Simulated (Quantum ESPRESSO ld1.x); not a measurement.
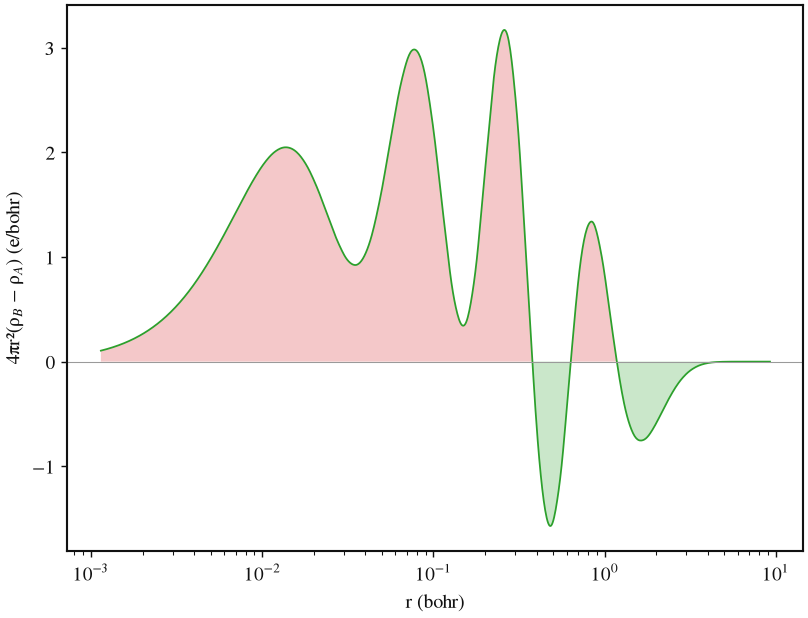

Two nuclei with the same 41 electrons, [Kr] 4d5 (4d3/2: 4, 4d5/2: 1), were computed: Rh⁴⁺; Ru³⁺. Level of theory: Dirac Kohn-Sham, PBEsol, spin-unpolarised, spherical densities, point nucleus. Computed with Quantum ESPRESSO ld1.x 7.5.

The plot shows the radial density of run B less that of run A; on the logarithmic r axis, areas aren't charges.

Q: Which run is A and which is B? Where does the charge move?

Answer: A is Ru³⁺; B is Rh⁴⁺. B holds 1.1 electrons more than A where the difference is positive (most at r = 0.26 bohr) and 1.1 electrons fewer where it is negative (most at r = 0.48 bohr), with no net change. The larger nuclear charge draws every shell in.
